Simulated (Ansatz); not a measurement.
The reference is Bi2Se3 (space group R-3m, No. 166; a = 4.1443 Å, c = 28.4480 Å (hexagonal axes)).

One thing is altered: electron doping at 2.0×10^21 cm⁻³ (0.282 per cell), with a uniform compensating background at fixed cell and a 300 K Fermi–Dirac width.

Calculations: plane-wave PAW DFT at the PBE-D3(BJ) level (Ansatz, an electronic-structure program, 420 eV), without spin-orbit coupling.

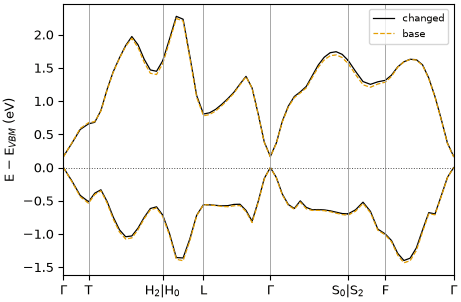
*Highest valence and lowest conduction band along the path, each from its own valence-band maximum*

Q: Read the changed gap and its character from the plot.

A: About 0.17 eV, direct at Γ.

Carriers are added with a uniform compensating background; total energy and stress of such cells depend on the potential's zero and are not compared; many-body gap narrowing is missing at this level. With Bi present, leaving out spin-orbit coupling can change the band edges. No phonon test of stability was made. The zero or small gap of Bi2Se3 can change with the level of theory.
